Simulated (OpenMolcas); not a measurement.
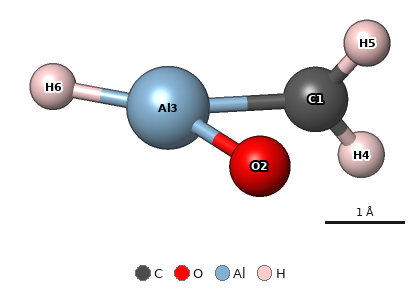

Figure 1. The input geometry (ball-and-stick view, seen at a tilt; atoms are numbered from 1 in the order of the input). Sticks mark near contacts. Bond lengths as drawn: Al–C 1.90 Å, Al–H 1.51 Å, Al–O 1.66 Å and C–H 1.09 Å.

**Energy and gradient calculation of CH3AlO**

System: CH3AlO.
Method: CASSCF/ANO-RCC-VDZ, DKH2 (OpenMolcas 26.06).

The geometry comes from this level: GFN2-xTB.

**The input**
```
&GATEWAY
Coord
6
angstrom
C       -0.015710      -0.232230      -0.789110
O        0.240780      -1.000660       0.600230
Al      -0.045810       0.599160       0.917200
H       -0.872510      -0.710350      -1.259130
H        0.875900      -0.374680      -1.395580
H       -0.182650       1.718750       1.926390
Basis = ANO-RCC-VDZ
Group = NoSym
&SEWARD
&RASSCF
FileOrb = $CurrDir/step2.RasOrb
Spin = 1
Nactel = 6 0 0
Inactive = 12
Ras2 = 6
OrbListing = Nothing
OrbAppear = Compact
&ALASKA
```

Run as:
```bash
export MOLCAS_MEM=1860
pymolcas step13.inp > step13.log
```

**Output**
```
--- Start Module: gateway ---

                                              &GATEWAY

                       available to each process: 1.9 GB of memory, 1 thread

++    Symmetry information:
      ---------------------

                    Character Table for C1

                             E
                    a        1  x, y, xy, Rz, z, xz, Ry, yz, Rx, I
--

++    Basis set information:
      ----------------------

      Basis set label: C.ANO-RCC...3S2P.

      Electronic valence basis set:
      ------------------
      Associated Effective Charge   6.000000 au
      Associated Actual Charge      6.000000 au
      Nuclear Model: Point charge

      Shell  nPrim  nBasis  Cartesian Spherical Contaminant
         s      14       3        X
         p       9       2        X

      Basis set label: O.ANO-RCC...3S2P.

      Electronic valence basis set:
      ------------------
      Associated Effective Charge   8.000000 au
      Associated Actual Charge      8.000000 au
      Nuclear Model: Point charge

      Shell  nPrim  nBasis  Cartesian Spherical Contaminant
         s      14       3        X
         p       9       2        X

      Basis set label: AL.ANO-RCC...4S3P.

      Electronic valence basis set:
      ------------------
      Associated Effective Charge  13.000000 au
      Associated Actual Charge     13.000000 au
      Nuclear Model: Point charge

      Shell  nPrim  nBasis  Cartesian Spherical Contaminant
         s      17       4        X
         p      12       3        X

      Basis set label: H.ANO-RCC...2S.

      Electronic valence basis set:
      ------------------
      Associated Effective Charge   1.000000 au
      Associated Actual Charge      1.000000 au
      Nuclear Model: Point charge

      Shell  nPrim  nBasis  Cartesian Spherical Contaminant
         s       8       2        X
--

++    Molecular structure info:
      -------------------------

                    ************************************************
                    **** Cartesian Coordinates / bohr, angstrom ****
                    ************************************************

     Center  Label                x              y              z                     x              y              z
        1      C1              -0.029688      -0.438851      -1.491202             -0.015710      -0.232230      -0.789110
        2      O2               0.455008      -1.890973       1.134270              0.240780      -1.000660       0.600230
        3      AL3             -0.086568       1.132248       1.733257             -0.045810       0.599160       0.917200
        4      H4              -1.648805      -1.342367      -2.379411             -0.872510      -0.710350      -1.259130
        5      H5               1.655211      -0.708043      -2.637264              0.875900      -0.374680      -1.395580
        6      H6              -0.345158       3.247967       3.640350             -0.182650       1.718750       1.926390

                    ***************************************
                    *    InterNuclear Distances / bohr    *
                    ***************************************

               1 C1            2 O2            3 AL3           4 H4            5 H5            6 H6
    1 C1       0.000000
    2 O2       3.039193        0.000000
    3 AL3      3.587300        3.129211        0.000000
    4 H4       2.055918        4.131943        5.047607        0.000000
    5 H5       2.055433        4.130894        5.051922        3.374223        0.000000
    6 H6       6.326529        5.773163        2.860094        7.681678        7.685045        0.000000

                    *******************************************
                    *    InterNuclear Distances / angstrom    *
                    *******************************************

               1 C1            2 O2            3 AL3           4 H4            5 H5            6 H6
    1 C1       0.000000
    2 O2       1.608272        0.000000
    3 AL3      1.898317        1.655907        0.000000
    4 H4       1.087945        2.186530        2.671079        0.000000
    5 H5       1.087688        2.185975        2.673362        1.785562        0.000000
    6 H6       3.347855        3.055026        1.513496        4.064969        4.066751        0.000000

                    **************************************
                    *    Valence Bond Angles / degree    *
                    **************************************
                          Atom centers                 Phi
                      4 H4       1 C1       5 H5       110.31
--

            Nuclear Potential Energy             93.06735557 au

--- Stop Module: gateway /rc=_RC_ALL_IS_WELL_ ---

--- Start Module: seward ---

                                              &SEWARD

                       available to each process: 1.9 GB of memory, 1 thread

               SEWARD will generate:
                  Multipole Moment integrals up to order  2
                  Kinetic Energy integrals
                  Nuclear Attraction integrals (point charge)
                  One-Electron Hamiltonian integrals
                  Velocity integrals
                  Relativistic Douglas-Kroll-Hess integrals:
                    - Parametrization         : EXP
                    - DKH order of Hamiltonian: 2
                    - DKH order of Properties : 0
                         - multipole moment operators
                         - electric potential operators
                         - contact operators
                  Orbital angular momentum around (  0.0732  -0.0647   0.7867 )
                  Velocity quadrupole around (  0.0732  -0.0647   0.7867 )
                  Atomic mean-field integrals
                  Two-Electron Repulsion integrals

                   Integrals are discarded if absolute value <: 1.00E-14
                   Integral cutoff threshold is set to       <: 1.00E-16

            Nuclear Potential Energy             93.06735557 au

      Basis set specifications :
      Symmetry species         a
      Basis functions           37

--- Stop Module: seward /rc=_RC_ALL_IS_WELL_ ---
--- Module seward spent 1 second ---

--- Start Module: rasscf ---

                                              &RASSCF

                       available to each process: 1.9 GB of memory, 1 thread

      Header of the ONEINT file:
      --------------------------

      OrdInt status: non-squared

      Cartesian coordinates in angstrom:
      -----------------------------------------------------
      No.  Label        X            Y            Z
      -----------------------------------------------------
       1   C1        -0.01571000  -0.23223000  -0.78911000
       2   O2         0.24078000  -1.00066000   0.60023000
       3   AL3       -0.04581000   0.59916000   0.91720000
       4   H4        -0.87251000  -0.71035000  -1.25913000
       5   H5         0.87590000  -0.37468000  -1.39558000
       6   H6        -0.18265000   1.71875000   1.92639000
      -----------------------------------------------------
      Nuclear repulsion energy =   93.06735557

++    Wave function specifications:
      -----------------------------

      Number of closed shell electrons          24
      Number of electrons in active shells       6
      Max number of holes in RAS1 space          0
      Max nr of electrons in RAS3 space          0
      Number of inactive orbitals               12
      Number of active orbitals                  6
      Number of secondary orbitals              19
      Spin quantum number                      0.0
      State symmetry                             1
--

++    Orbital specifications:
      -----------------------

      Symmetry species                           1
                                                 a
      Frozen orbitals                            0
      Inactive orbitals                         12
      Active orbitals                            6
      RAS1 orbitals                              0
      RAS2 orbitals                              6
      RAS3 orbitals                              0
      Secondary orbitals                        19
      Deleted orbitals                           0
      Number of basis functions                 37
--

++    CI expansion specifications:
      ----------------------------

      Number of CSFs                           175
      Number of spin combinations              210
      Number of determinants                   400
      Number of root(s) required                 1
      Root chosen for geometry opt.              1
      CI root used                               1

      highest root included in the CI            1
      max. size of the explicit Hamiltonian    175
--

++    Optimization specifications:
      ----------------------------

      RASSCF algorithm: Conventional
      Maximum number of macro iterations       200
      Maximum number of SX iterations          100
      Threshold for RASSCF energy            1.000E-08
      Threshold for max MO rotation          1.000E-01
      Threshold for max BLB element          1.000E-04
      Level shift parameter                  5.000E-01
      Make Quasi-Newton update
--

      The MO-coefficients are taken from the file:
      step2.RasOrb
      Title: RASSCF average (pseudo-natural) orbitals

      Total molecular charge    0.00

      ************************************************************************************************************************
      *                                            Wave function control section                                             *
      ************************************************************************************************************************

                                         RASSCF iterations: Energy and convergence statistics
                                         ----------------------------------------------------

          iter iter root      energy       change     param      element    value   shift minimum  type update hh:mm:ss
 Nr of preliminary CI iterations:   1
        1   1    5    1  -356.85970778    0.00E+00   4.23E-05   11  29 1 -2.76E-05   0.00   0.00    SX    NO    0:00:00
        2   1    5    1  -356.85970778   -4.13E-09   3.40E-05    8  36 1  1.66E-05   0.00   0.00    SX    NO    0:00:00
        3   1    5    1  -356.85970778   -6.75E-10   2.36E-05   11  29 1 -1.81E-05   0.00   0.00    SX    NO    0:00:00
        4   1    5    1  -356.85970778   -1.00E-09   1.85E-05    8  36 1  1.30E-05   0.00   0.00    SX    NO    0:00:00
      Convergence after  4 iterations
        5   1    5    1  -356.85970778   -2.14E-10   1.85E-05   11  29 1 -1.30E-05   0.00   0.00    SX    NO    0:00:00

      ************************************************************************************************************************
                                                      Wave function printout:
                       occupation of active orbitals, and spin coupling of open shells (u,d: Spin up or down)
      ************************************************************************************************************************

      Note: transformation to natural orbitals
      has been made, which may change the order of the CSFs.

      printout of CI-coefficients larger than  0.05 for root  1
      energy=    -356.859708
      conf/sym  111111     Coeff  Weight
             1  222000  -0.97619 0.95294
            13  220020   0.06894 0.00475
            27  u2d0ud  -0.08091 0.00655
            29  202200   0.15852 0.02513
            46  022002   0.05916 0.00350

      Natural orbitals and occupation numbers for root  1
      sym 1:   1.981552   1.945020   1.977910   0.055220   0.019979   0.020317

      ************************************************************************************************************************
      *                                                    Final results                                                     *
      ************************************************************************************************************************

++    Final optimization conditions:
      ------------------------------

      Average CI energy                            -356.85970778
      RASSCF energy for state  1                   -356.85970778
      Super-CI energy                                -0.00000000
      RASSCF energy change                           -0.00000000
      Max change in MO coefficients              -1.744E-05
      Max non-diagonal density matrix element     1.845E-05
      Maximum BLB matrix element                 -1.301E-05
      (orbital pair  11,  29 in symmetry   1)
      Norm of electronic gradient            2.664E-05
--

      Final state energy(ies):
      ------------------------

::    RASSCF root number  1 Total energy:   -356.85970778
      Von Neumann Entropy (Root   1) =  0.34483

      Mulliken population analysis for root number:  1
      -----------------------------------------------

++    Molecular charges:
      ------------------

      Mulliken charges per centre
      ---------------------------

                C1      O2      AL3     H4      H5      H6
      Total    6.4187  8.8292 11.9242  0.9097  0.9099  1.0083

      N-E     -0.4187 -0.8292  1.0758  0.0903  0.0901 -0.0083

      Total electronic charge=   30.000000

      Total            charge=   -0.000000
--

      Expectation values of various properties for root number:  1
      -----------------------------------------------------------

++    Molecular properties:
      ---------------------

      Charge (e):
                      =   -0.0000
      Dipole Moment (debye):
      Origin of the operator (angstrom)=    0.0387   -0.0343    0.4163
                   X= -6.5669E-01               Y=  3.7022E+00               Z=  9.0946E-01           Total=  3.8684E+00
      Quadrupole Moment (debye*angstrom):
      Origin of the operator (angstrom)=    0.0387   -0.0343    0.4163
                  XX= -2.2496E+01              XY=  1.6878E+00              XZ= -4.8836E-01              YY= -3.0327E+01
                  YZ=  1.3787E+00              ZZ= -2.4941E+01
      In traceless form (debye*angstrom)
                  XX=  5.1380E+00              XY=  2.5317E+00              XZ= -7.3255E-01              YY= -6.6090E+00
                  YZ=  2.0680E+00              ZZ=  1.4710E+00
--

      LoProp population analysis for root number:  1
      -----------------------------------------------

++    LoProp analysis:
      ----------------

++    Static properties:
      ------------------

      LoProp Charges per center

                   C1       O2       AL3      H4       H5       H6
      Nuclear      6.0000   8.0000  13.0000   1.0000   1.0000   1.0000
      Electronic  -6.3064  -8.7042 -12.1116  -0.8893  -0.8890  -1.0994

      Total       -0.3064  -0.7042   0.8884   0.1107   0.1110  -0.0994
--

      Natural Bond Order analysis for root number:  1

++    Natural Bond Order analysis
      ---------------------------
      Based on LoProp computed density
      -------------------------------------------------------------------------------------
      Atom A       Atom B       Bond Order
      -------------------------------------------------------------------------------------
      NBO located      0.997 non-bonded electrons on atom C1
      NBO located      0.915 non-bonded electrons on atom O2
      NBO located      1.000 non-bonded electrons on atom O2
      NBO located      0.995 non-bonded electrons on atom O2
      NBO located      0.990 non-bonded electrons on atom O2
      NBO located      1.001 non-bonded electrons on atom AL3
      NBO located      1.001 non-bonded electrons on atom AL3
      NBO located      0.996 non-bonded electrons on atom AL3
      NBO located      0.997 non-bonded electrons on atom AL3
      NBO located      0.999 non-bonded electrons on atom AL3
      The remaining    6.243 electrons are to be considered as diffuse
--

--

      Average orbitals are written to the RASORB file
      Natural orbitals for root   1 are written to the RASORB.1 file
      Spin density orbitals for root   1 are written to the SPDORB.1 file

--- Stop Module: rasscf /rc=_RC_ALL_IS_WELL_ ---

--- Start Module: alaska ---

                                              &ALASKA

                       available to each process: 1.9 GB of memory, 1 thread

                     Threshold for contributions to the gradient: 1.000E-07

                    ********************************************
                    * Symmetry Adapted Cartesian Displacements *
                    ********************************************

           Irreducible representation : a
           Basis function(s) of irrep: x, y, xy, Rz, z, xz, Ry, yz, Rx, I

 Basis Label        Type   Center Phase
   1   C1           x         1     1
   2   C1           y         1     1
   3   C1           z         1     1
   4   O2           x         2     1
   5   O2           y         2     1
   6   O2           z         2     1
   7   AL3          x         3     1
   8   AL3          y         3     1
   9   AL3          z         3     1
  10   H4           x         4     1
  11   H4           y         4     1
  12   H4           z         4     1
  13   H5           x         5     1
  14   H5           y         5     1
  15   H5           z         5     1
  16   H6           x         6     1
  17   H6           y         6     1
  18   H6           z         6     1

                     No automatic utilization of translational and rotational invariance of the energy is employed.

 Conventional ERI gradients!

 **************************************************
 *              Molecular gradients               *
 **************************************************

  Irreducible representation: a
 ------------------------------------------------------------------------------------------
                              X                       Y                       Z
 ------------------------------------------------------------------------------------------
  C1               -1.09220937663401E-03    6.33696076487966E-03   -1.04816236428729E-03
  O2               -1.21764534807132E-02    6.24167108059055E-02   -2.10453110594588E-03
  AL3               1.06308188396111E-02   -5.42202579545563E-02    3.87803206395354E-03
  H4                9.72807752151494E-03   -1.02665380584099E-03    6.04802900194845E-03
  H5               -7.76857389709162E-03   -4.53742601152218E-03    7.47039777655045E-03
  H6                6.78340393309884E-04   -8.96933379888232E-03   -1.42437653722403E-02
 ------------------------------------------------------------------------------------------

--- Stop Module: alaska /rc=_RC_ALL_IS_WELL_ ---
--- Module alaska spent 2 seconds ---

.##################.
.# Happy landing! #.
.##################.

    Timing: Wall=5.02 User=4.37 System=0.58
```

**Key numbers**

- outcome: converged
- total energy: −356.859708 hartree
- CASSCF energy: −356.859708 hartree
- basis functions: 37
- largest force: 3.272 eV/Å
- hardware: 1 thread of Arm Neoverse V1, 24 GiB of memory available, shared host
- wall time: 5.4 s
- peak memory: 0.38 GiB
